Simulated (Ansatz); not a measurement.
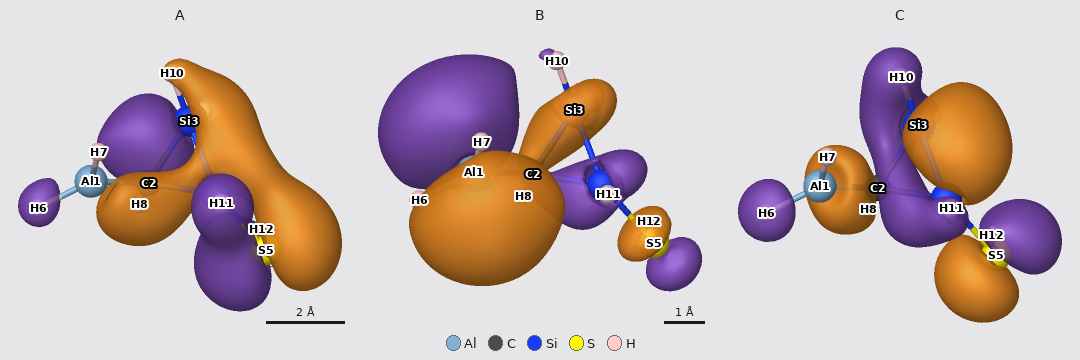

CH7AlSSi2. Three frontier orbitals at ±0.06 Å⁻³ᐟ² (orange and purple are the two phases), in no order.

Level of theory: RKS B3LYP-D4/cc-pVDZ (Ansatz 0.2.0).

```xyz
12

Al   -0.3687    0.9437    2.0390
C    -0.4327    0.4564    0.1581
Si    1.1827    0.5965   -0.9178
Si    0.1230   -1.3079   -0.3484
S    -1.1222   -2.4487   -1.7097
H    -1.5410    1.7921    2.6999
H     0.8823    0.4744    2.9037
H    -1.3434    0.8319   -0.3344
H     0.9620    1.1557   -2.2831
H     2.3927    1.1689   -0.2589
H     0.5148   -2.2390    0.7457
H    -1.1727   -1.4790   -2.6601
```

> Order the three orbitals by energy and name them.

A is the HOMO−1 (−7.38 eV). Its weight (Hirshfeld) is mainly on S5 (about 40 %), C2 (about 20 %), Si3 (about 15 %) and Si4 (about 10 %). C is the HOMO (−6.20 eV). It lies mainly on Si3 (about 25 %), Si4 (about 20 %), S5 (about 20 %) and C2 (about 15 %). B is the LUMO (−1.59 eV). Its weight (Hirshfeld) is mainly on Al1 (about 65 %) and Si4 (about 5 %).

> What is the HOMO–LUMO gap?

4.61 eV between the orbital energies.
